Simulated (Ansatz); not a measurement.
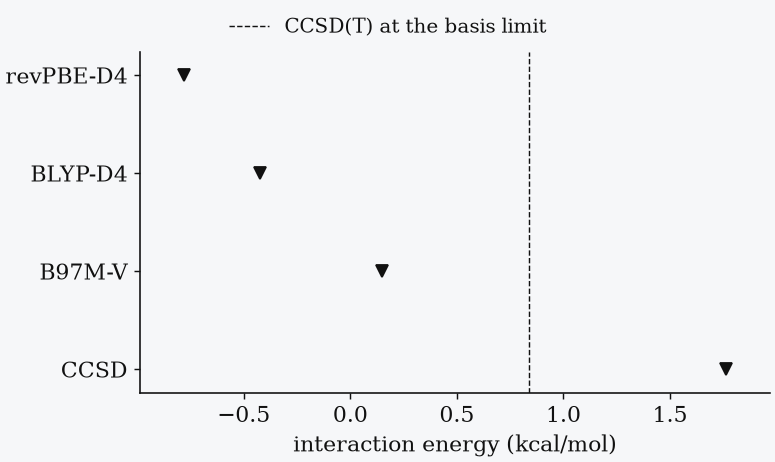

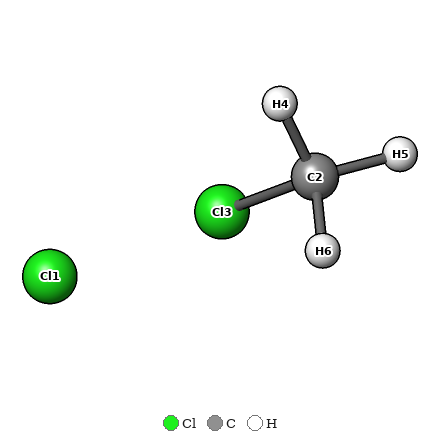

Counterpoise interaction energy of the pair Cl⁻ and CH₃Cl (SMILES [Cl-].CCl) at one optimised PBE0-D4 geometry, drawn, with the closest contact Cl1···Cl3 3.28 Å (H···H pairs aside; other arrangements can bind more strongly; the cost of deforming the partners isn't counted), def2-TZVPPD, the Ansatz code 0.2.0; cores frozen in correlated methods. The line takes HF and MP2 limits from def2-TZVPPD and QZVPPD, and the coupled-cluster step in TZVPPD. The distance of CCSD to the limit includes basis error.

Which level comes closest to the line (CCSD(T) at the basis limit), and which misses most?

Closest B97M-V (0.15 kcal/mol), against 0.84 kcal/mol; farthest revPBE-D4 (−0.78 kcal/mol).

Give the values.

```csv
level,kcal/mol,less CCSD(T) at the basis limit
revPBE-D4,−0.78,−1.62
BLYP-D4,−0.42,−1.26
B97M-V,0.15,−0.69
CCSD,1.76,0.93
CCSD(T) at the basis limit,0.84,0.00
```

Limits of at least one run: large step from triple zeta makes the limit uncertain.
